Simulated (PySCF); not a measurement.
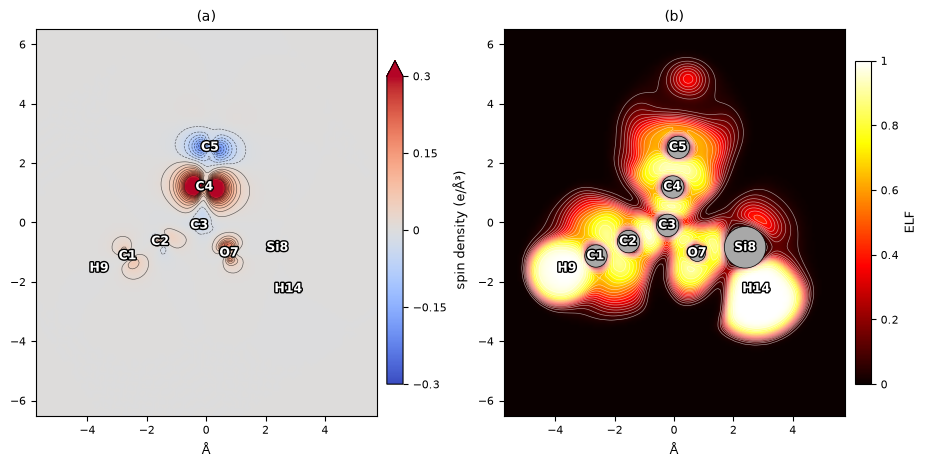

C6H7OSi (doublet). (a) spin density; (b) ELF on the plane of atoms C2, C3 and O7. Grey discs cover the atomic cores in the ELF map.

Geometry: GFN2-xTB.

Method: UKS B3LYP, pcH-1 on C H O Si, non-relativistic, mean-field spin-orbit, GIAO in PySCF 2.14.0, density-fitted response routines.

```xyz
15

C     0.2296    3.3865    0.6003
C    -0.0003    2.2405    0.3267
C    -0.3052    0.8864    0.0043
C     0.6543    0.0404   -0.2537
C     1.6413   -0.8390   -0.5167
C     2.2612   -1.6222    0.4257
O    -1.6411    0.5960   -0.0070
Si   -2.4035   -0.8042   -0.3182
H     0.4437    4.3855    0.8389
H     1.9645   -0.9245   -1.5505
H     3.0397   -2.3088    0.1494
H     1.9821   -1.5680    1.4626
H    -1.9749   -1.8485    0.6145
H    -3.7719   -0.3586   -0.1144
H    -2.1238   -1.2536   -1.6838
```

> Describe what can be read from this map.

Atoms in the plane: C, O, Si and H. C–C (1.20 Å): the ELF peaks at about 0.85 between the atoms; a short, multiple covalent bond. C–O (1.37 Å): the ELF peaks at about 0.90 between the atoms; a polar covalent bond. Si–O (1.62 Å): the ELF peaks at about 0.85 between the atoms; a polar covalent bond. C–H (1.05 Å): the ELF climbs to about 1 towards the hydrogen, as it does in any bond to H; a covalent bond by its length. C–C (1.31 Å): the ELF peaks at about 0.90 between the atoms; a short, multiple covalent bond. The ELF also peaks beside O7, away from the bonds: non-bonding electrons, paired or unpaired. The unpaired spin (1 electron) lies mostly on C6 (about 0.5) and C4 (about 0.4), in electrons by Hirshfeld's partition.
